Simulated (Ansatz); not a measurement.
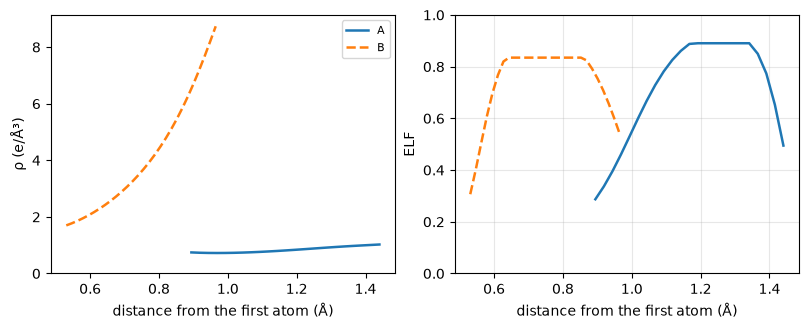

*BFGe (triplet). Total electron density and ELF along straight lines between neighbouring atoms. The curves leave out the atomic cores.*

Geometry: B3LYP-D3(BJ)/def2-SVP.

Computed with Ansatz, isolated molecule in a Gaussian basis; Kohn-Sham density functional theory, functional PBE0.

Which curve belongs to which contact (B–F and Ge–B)? The first atom named is at distance zero.

Curve A: Ge–B (1.99 Å): the density is about 0.73 e/Å³ at the midpoint; the ELF peaks at about 0.90 between the atoms. Curve B: B–F (1.29 Å): ρ is about 2.4 e/Å³ halfway; the ELF peaks at about 0.85 between the atoms: a short, strongly polar bond.
